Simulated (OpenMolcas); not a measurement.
CH7BNP: a line through the functionals

CH7BNP has 11 atoms, charge 0, and is taken as a singlet. SMILES: `CB(N)P`. The shape is that of a PBE0-D4/def2-TZVP optimisation. This is one conformer, not always the lowest.

The HOMO–LUMO gap y, in eV, basis def2-SVP; a is the functional's share of exact exchange. Programs: OpenMolcas 26.06.

| functional | program | a | y (eV) |
| --- | --- | --- | --- |
| r2SCAN | OpenMolcas | 0 | 5.83 |
| PBE | OpenMolcas | 0 | 5.25 |
| B3LYP | OpenMolcas | 0.2 | 6.93 |
| PBE0 | OpenMolcas | 0.25 | ? |
| BHLYP | OpenMolcas | 0.5 | 9.43 |

Question: Fit y = c + s·a to the known rows and predict PBE0.

Answer: 
1. Means of the 4 rows: a = 0.1750, y = 6.860.
2. Σ(Δa)² = 0.1675, Σ(Δa·Δy) = 1.299, so the slope is 1.299/0.1675 = 7.7552.
3. Intercept: 6.860 − (7.7552) × 0.1750 = 5.503. The largest residual of the fit is 0.33.
4. PBE0: 5.503 + (7.7552) × 0.25 = 7.44 eV.

The run gave 7.36 eV, so the prediction is off by +0.08 eV, within the largest residual. Exact exchange lowers occupied levels and raises empty ones. The rows mix families of semi-local functionals, which the line can't see.

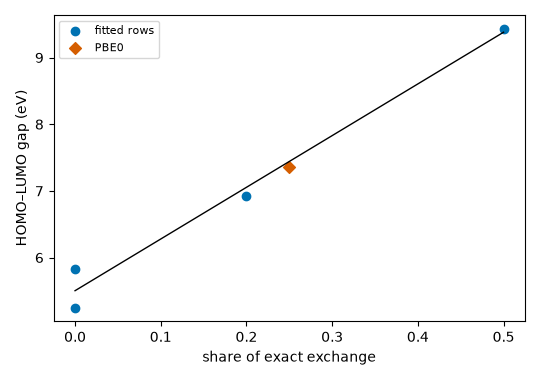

The fitted line, with the withheld row.
